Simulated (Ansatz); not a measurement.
**SOF2 (thionyl fluoride) at RPA@PBE/STO-3G**

What is the vertical ionisation energy of SOF2 (thionyl fluoride) at RPA@PBE/STO-3G? 

Program for the calculation: Ansatz 0.2.0.

70 further runs of the same task are left out: 9 that didn't finish, 61 set aside as unsound or not needed.

### Step 1. The system as given

SOF2 has 4 atoms, charge 0, and is taken as a singlet. As SMILES, `O=S(F)F`. The coordinates come from a PBE0-D4/def2-TZVP relaxation.

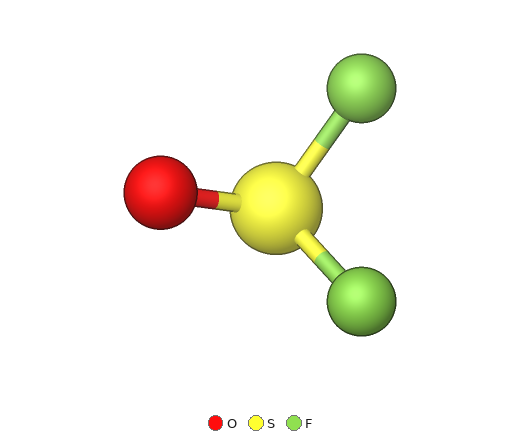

The structure, seen from a chosen angle (oxygen red, sulfur yellow, fluorine green).

### Step 2. The energy at RPA@PBE/STO-3G

input.yaml

```yaml
crystal:
  periodic: [false, false, false]
  atoms:
    - {symbol: O, position_ang: [0.932400, 0.066600, -1.017800]}
    - {symbol: S, position_ang: [-0.151300, -0.426200, -0.245700]}
    - {symbol: F, position_ang: [-1.124400, 0.804200, 0.000400]}
    - {symbol: F, position_ang: [0.343300, -0.444600, 1.263100]}
basis:
  gaussian: {orbitals: STO-3G}
hamiltonian: {xc: {name: PBE}}
correlation: {method: rpa, frozen_orbitals: {F: 1, O: 1, S: 5}}
magnetization: {spin_polarized: false}
accuracy: high
```

On the command line:

```bash
$ ansatz run input.yaml --threads 1 --pin off --max-ram 2610MiB --events-out events.jsonl --progress --plain --runs-dir runs
```

Log:

```text
Warning: RAYON_NUM_THREADS=1 ignored (pool sized by the plan → 1); use --threads N
Functional definition: PBE
  name "PBE"
  parameter kappa = 0.804
  parameter beta = 0.06672455060314922
  exchange = pbe_x(kappa = kappa, mu = beta*pi^2/3)
  correlation = pbe_c(beta = beta)
463 factors; integrals over basis functions are off by at most 2.8e-8 eV
mean field evaluation 1: about -18063.6943 eV, gradient 4.3e1 eV
mean field evaluation 2: about -18063.6719 eV, gradient 4.3e1 eV
mean field evaluation 4: about -18063.1312 eV, gradient 4.9e1 eV
mean field evaluation 8: about -18070.7114 eV, gradient 1.2e-1 eV
mean field evaluation 16: about -18070.7056 eV, gradient 4.8e-6 eV
mean field -18070.70556407 eV, -664.0861807154 hartree, gradient 9.6e-8 eV, S^2 0.000000; 0 other end points of the search recorded, 0 dependent functions left out
8 core orbitals not correlated: weight in the atoms' cores, before any rotation towards them, 1.000 or more for the frozen orbitals, at most 0.000 for the correlated occupied ones
reference -18035.05342805 eV, -662.7759888827 hartree; 13, 13 occupied and 3, 3 virtual orbitals, 463 factors
Total energy: -18042.77023511 eV, -663.0595763113 hartree
```

Wall time 1.9 s (1 thread of Arm Neoverse V1, shared host); peak memory 0.1 GiB.

### Step 3. The doublet cation

job.yaml

```yaml
crystal:
  periodic: [false, false, false]
  atoms:
    - {symbol: O, position_ang: [0.932400, 0.066600, -1.017800]}
    - {symbol: S, position_ang: [-0.151300, -0.426200, -0.245700]}
    - {symbol: F, position_ang: [-1.124400, 0.804200, 0.000400]}
    - {symbol: F, position_ang: [0.343300, -0.444600, 1.263100]}
basis:
  gaussian:
    orbitals: STO-3G
correlation:
  method: rpa
  frozen_orbitals: {F: 1, O: 1, S: 5}
hamiltonian:
  xc: pbe
magnetization:
  spin_polarized: true
  initial_magnetization: 1
total_charge: 1
accuracy: high
```

On the command line:

```bash
$ ansatz run job.yaml --threads 1 --pin off --max-ram 2610MiB --events-out events.jsonl --progress --plain --runs-dir runs
```

Log, cut to the lines that bear on the results:

```text
Warning: RAYON_NUM_THREADS=1 ignored (pool sized by the plan → 1); use --threads N
[... 2 set-up lines as earlier in the session ...]
[...]
463 factors; integrals over basis functions are off by at most 2.8e-8 eV
[...]
mean field -18063.66209385 eV, -663.8273379591 hartree, gradient 2.3e-8 eV, S^2 0.754056; 5 other end points of the search recorded, 0 dependent functions left out
8 core orbitals not correlated: weight in the atoms' cores, before any rotation towards them, 1.000 or more for the frozen orbitals, at most 0.000 for the correlated occupied ones
reference -18027.72351650 eV, -662.5066196014 hartree; 13, 12 occupied and 3, 4 virtual orbitals, 463 factors
Total energy: -18037.09522962 eV, -662.8510237062 hartree
```

Wall time 4.5 s (1 thread of Arm Neoverse V1, shared host); peak memory 0.14 GiB.

### Step 4. Results

Level: RPA@PBE/STO-3G, 8 core orbitals frozen.

```
                                          quantity          value
                        singlet SOF2: total energy  -663.05958 Eh
    singlet SOF2: RPA correlation energy (valence)     -283.6 mEh
                      doublet cation: total energy  -662.85102 Eh
  doublet cation: RPA correlation energy (valence)     -344.4 mEh
 doublet cation: ⟨S²⟩ of the reference determinant          0.754
vertical ionisation energy (to the doublet cation)       5.675 eV
```

**Reading.** The vertical ionisation energy comes to 5.68 eV (131 kcal/mol). In a minimal basis such a difference can be off by several eV, whatever the method.
